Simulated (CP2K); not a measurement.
# CH4GeN (SMILES [N]=[CH][GeH3]) at 3 levels

We compute a comparison of 3 runs (AM1, GFN2-xTB, IPEA1-xTB) of CH4GeN. 

Program for the calculation: CP2K 2026.2.

1 further run of the same task is left out (it didn't finish).

### 1 Starting point

CH4GeN: 7 atoms, total charge 0, spin state doublet. As SMILES, `[N]=[CH][GeH3]`. The shape comes from GFN2-xTB, which is rough for such elements, and wasn't checked as a minimum.

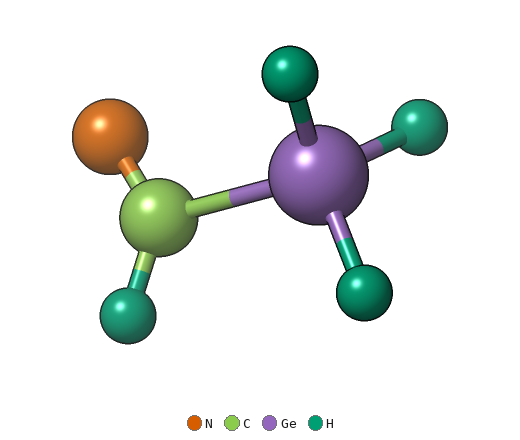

The structure, seen from a chosen angle (nitrogen orange, carbon green, germanium purple, hydrogen teal).

### 2 The energy at AM1 (run 1)

File molecule.inp:

```
&force_eval
    method Quickstep
    &dft
        charge 0
        multiplicity 2
        spin_polarized T
        &qs
            method AM1
            eps_default 1.0E-10
            &se
                &coulomb
                    cutoff [angstrom] 50
                    rc_range [angstrom] 0
                &end coulomb
                &exchange
                    cutoff [angstrom] 50
                    rc_range [angstrom] 0
                &end exchange
            &end se
        &end qs
        &poisson
            periodic NONE
            poisson_solver ANALYTIC
        &end poisson
        &scf
            scf_guess ATOMIC
            eps_scf 1.0E-06
            max_scf 40
            &ot ON
                minimizer DIIS
                preconditioner FULL_ALL
            &end ot
            &outer_scf
                eps_scf 1.0E-06
                max_scf 8
            &end outer_scf
        &end scf
        &print
            &moments
                periodic F
                reference COM
                max_moment 1
            &end moments
            &mo_cubes
                nlumo 3
                nhomo -1
                write_cube F
            &end mo_cubes
            &hirshfeld OFF
            &end hirshfeld
        &end print
    &end dft
    &subsys
        &cell
            abc [angstrom] 10.9 11.4 10.4
            periodic NONE
        &end cell
        &coord
            UNIT bohr
            N     -0.1929032    -3.4662679     1.9291080
            C     -0.8729023    -2.1544390     0.1975520
            Ge     0.5538031     1.3997390    -0.1386114
            H     -2.2150992    -2.6174786    -1.3004150
            H     -0.6821344     2.6929353    -2.3529547
            H      0.0634003     2.8687743     2.2236407
            H      3.3458546     1.2767557    -0.5583385
        &end coord
        &topology
            &center_coordinates
            &end center_coordinates
        &end topology
    &end subsys
&end force_eval
&global
    project_name molecule
    run_type ENERGY
    print_level MEDIUM
&end global
```

On the command line:

```sh
$ OMP_NUM_THREADS=1 cp2k.psmp -i molecule.inp > molecule.out 2>&1
```

Output:

```text
CP2K| version string:                                       CP2K version 2026.2
[...]
 GLOBAL| Method name                                                        CP2K
[...]
 GLOBAL| Run type                                                         ENERGY
[...]
                             - Atoms:                                          7
[...]
                             - Spherical basis functions:                     16
[...]
 Number of electrons:                                                          9
[...]
     1 OT DIIS     0.15E+00    0.0     0.26156724       -14.0299946926 -1.40E+01
[...]
    20 OT DIIS     0.15E+00    0.0     0.00000053       -17.2626107111 -2.43E-10
  *** SCF run converged in    20 steps ***
  Core-core repulsion energy [eV]:                            704.75912752027477
  Core Hamiltonian energy [eV]:                              -719.43730598206696
  Two-electron integral energy [eV]:                         -910.12269592962593
  Electronic energy [eV]:                                   -1174.49865394687981
  Total energy [eV]:                                         -469.73952642660515
  Atomic reference energy [eV]:                               472.74687311937021
  Heat of formation [kcal/mol]:                                69.35106775028419
[...]
 SE_DIPOLE| Moment [Debye]          0.57911132      -1.50596081       1.71798292
 SE_DIPOLE| Derivative [a.u.]       0.00000000       0.00000000       0.00000000
 *** WARNING in qs_scf_post_se.F:140 :: Printing of MO cube files not ***
 *** implemented for Semi-Empirical method.                           ***
 ENERGY| Total FORCE_EVAL ( QS ) energy [hartree]            -17.262610711120683
[...]
```

Wall time 1.2 s (1 thread of Arm Neoverse V1, shared host).

### 3 Energy and gradient at GFN2-xTB (run 2)

File calc.inp:

```
&GLOBAL
    PROJECT calc
    RUN_TYPE ENERGY_FORCE
    PRINT_LEVEL MEDIUM
&END

&FORCE_EVAL
    METHOD Quickstep
    &DFT
        CHARGE 0
        MULTIPLICITY 2
        UNRESTRICTED_KOHN_SHAM T
        &QS
            METHOD XTB
            EPS_DEFAULT 1.0E-10
            &XTB
                GFN_TYPE TBLITE
                &TBLITE
                    METHOD GFN2
                &END
                CHECK_ATOMIC_CHARGES F
            &END
        &END
        ! cluster boundary conditions
        &POISSON
            PERIODIC NONE
            POISSON_SOLVER ANALYTIC
        &END
        ! SCF settings
        &SCF
            SCF_GUESS ATOMIC
            EPS_SCF 1.0E-06
            MAX_SCF 150
            ADDED_MOS 4
            MAX_DIIS 8
            &DIAGONALIZATION
                ALGORITHM STANDARD
            &END
            &MIXING
                METHOD DIRECT_P_MIXING
                ALPHA 0.4
            &END
            &SMEAR ON
                METHOD FERMI_DIRAC
                ELECTRONIC_TEMPERATURE [K] 300
            &END
        &END
        ! extra output
        &PRINT
            &MOMENTS
                PERIODIC F
                REFERENCE COM
                MAX_MOMENT 1
            &END
            &MO ON
                ENERGIES T
                OCCUPATION_NUMBERS T
                NDIGITS 6
                &EACH
                    QS_SCF 0
                &END
                ADD_LAST NUMERIC
            &END
            &HIRSHFELD OFF
            &END
        &END
    &END
    &SUBSYS
        ! box in angstrom
        &CELL
            ABC [angstrom] 14.9 15.4 14.4
            PERIODIC NONE
        &END
        &COORD
            SCALED T
            N    0.47306946   0.39115714   0.57326771
            C    0.44891913   0.43623442   0.50963576
            Ge   0.49958893   0.55836364   0.49728229
            H    0.40125067   0.42032338   0.45458785
            H    0.45569430   0.60280065   0.41590868
            H    0.48217215   0.60884286   0.58409132
            H    0.59874933   0.55413766   0.48185799
        &END
    &END
    &PRINT
        &FORCES ON
        &END
    &END
&END
```

On the command line:

```sh
$ OMP_NUM_THREADS=1 cp2k.psmp -i calc.inp > calc.out 2>&1
```

Output:

```text
CP2K| version string:                                       CP2K version 2026.2
[...]
 GLOBAL| Method name                                                        CP2K
[...]
 GLOBAL| Run type                                                   ENERGY_FORCE
[...]
                             - Atoms:                                          7
[...]
                             - Spherical basis functions:                     21
[...]
 Number of electrons:                                                          9
[...]
  *** SCF run converged in    16 steps ***
[...]
  Fermi energy:                                                -0.34718946816862
[...]
 TB_DIPOLE| Moment [Debye]         -0.15159519       1.77169364      -1.31020258
 TB_DIPOLE| Derivative [a.u.]       0.00000000       0.00000000       0.00000000
[...]
 ENERGY| Total FORCE_EVAL ( QS ) energy [hartree]             -8.912718813891347
 FORCES| Atomic forces [hartree/bohr]
 FORCES|   Atom     x               y               z               |f|
 FORCES|      1  1.57157699E-03 -5.56456173E-03  5.67469113E-03   8.10162458E-03
 FORCES|      2 -6.73088722E-04  9.29973648E-03 -6.64583266E-03   1.14501196E-02
 FORCES|      3 -4.95891159E-04 -1.60828464E-03  2.66429507E-04   1.70395780E-03
 FORCES|      4 -1.78747358E-04 -1.50724174E-03  5.56234725E-04   1.61651642E-03
 FORCES|      5  8.14727048E-05 -4.33275215E-04  4.66814414E-04   6.42091046E-04
 FORCES|      6 -5.76439922E-05 -1.33593028E-04 -2.37620936E-04   2.78628132E-04
 FORCES|      7 -2.47678458E-04 -5.27801274E-05 -8.07161727E-05   2.65792139E-04
 FORCES| Sum     1.75261281E-16 -5.88857305E-18 -1.17120940E-16
 FORCES| Total atomic force                                       2.10875571E-16
[...]
```

It took 0.3 s on 1 thread of Arm Neoverse V1, shared host.

### 4 A single-point energy at IPEA1-xTB (run 3)

File calc.inp:

```
&GLOBAL
   PROJECT_NAME calc
   RUN_TYPE ENERGY
   PRINT_LEVEL MEDIUM
&END

&FORCE_EVAL
   METHOD QUICKSTEP
   &DFT
      CHARGE 0
      MULTIPLICITY 2
      UKS T
      # Quickstep
      &QS
         METHOD XTB
         EPS_DEFAULT 1.0E-10
         &XTB
            GFN_TYPE TBLITE
            &TBLITE
               METHOD IPEA1
            &END
            CHECK_ATOMIC_CHARGES F
         &END
      &END
      # no periodic images
      &POISSON
         PERIODIC NONE
         POISSON_SOLVER ANALYTIC
      &END
      &SCF
         SCF_GUESS ATOMIC
         EPS_SCF 1.0E-06
         MAX_SCF 150
         ADDED_MOS 8
         LEVEL_SHIFT 1
         &DIAGONALIZATION
            ALGORITHM STANDARD
         &END
         &MIXING
            METHOD DIRECT_P_MIXING
            ALPHA 0.4
         &END
         &SMEAR ON
            METHOD FERMI_DIRAC
            ELECTRONIC_TEMPERATURE [K] 300
         &END
      &END
      # extra output
      &PRINT
         &MOMENTS
            PERIODIC F
            REFERENCE COM
            MAX_MOMENT 1
         &END
         &MO ON
            ENERGIES T
            OCCUPATION_NUMBERS T
            NDIGITS 6
            &EACH
               QS_SCF 0
            &END
            ADD_LAST NUMERIC
         &END
         &HIRSHFELD OFF
         &END
      &END
   &END
   # atoms, cell and kinds
   &SUBSYS
      &CELL
         ABC [angstrom] 14.9 15.4 14.4
         PERIODIC NONE
      &END
      &COORD
         N      7.048735     6.023820     8.255055
         C      6.688895     6.718010     7.338755
         Ge     7.443875     8.598800     7.160865
         H      5.978635     6.472980     6.546065
         H      6.789845     9.283130     5.989085
         H      7.184365     9.376180     8.410915
         H      8.921365     8.533720     6.938755
      &END
   &END
&END
```

On the command line:

```sh
$ OMP_NUM_THREADS=1 cp2k.psmp calc.inp > calc.out
```

Output:

```text
CP2K| version string:                                       CP2K version 2026.2
[...]
 GLOBAL| Method name                                                        CP2K
[...]
 GLOBAL| Run type                                                         ENERGY
[...]
                             - Atoms:                                          7
[...]
                             - Spherical basis functions:                     27
[...]
 Number of electrons:                                                          9
[...]
  *** SCF run converged in    85 steps ***
[...]
  Fermi energy:                                                -0.40294840962647
[...]
 TB_DIPOLE| Moment [Debye]         -0.89128357       0.20996438      -1.32823125
 TB_DIPOLE| Derivative [a.u.]       0.00000000       0.00000000       0.00000000
[...]
 ENERGY| Total FORCE_EVAL ( QS ) energy [hartree]            -10.586968473275508
[...]
```

Wall time 0.5 s (1 thread of Arm Neoverse V1, shared host).

### 5 All runs side by side

```csv
run,level,task,iteration cap,energy (Eh),dipole moment (D),wall time
1,AM1,energy,40,-17.262611,2.36,1.2 s
2,GFN2-xTB,gradient,150,-8.912719,2.21,0.3 s
3,IPEA1-xTB,energy,150,-10.586968,1.61,0.5 s
```

### 6 Outcome

```
                                        quantity         value
                             run 3: total energy  -10.58697 Eh
run 3: dipole moment (from atomic charges alone)        1.61 D
       run 3: HOMO energy (highest over α and β)     -11.29 eV
        run 3: LUMO energy (lowest over α and β)     -10.64 eV
```

The dipole moment (its size) runs from 1.61 D (IPEA1-xTB) to 2.36 D (AM1). Some of these are taken from atomic charges alone. Force-field and semi-empirical energies have zeros of their own, so their totals don't compare. All runs together took 2 s, the longest 1.2 s.
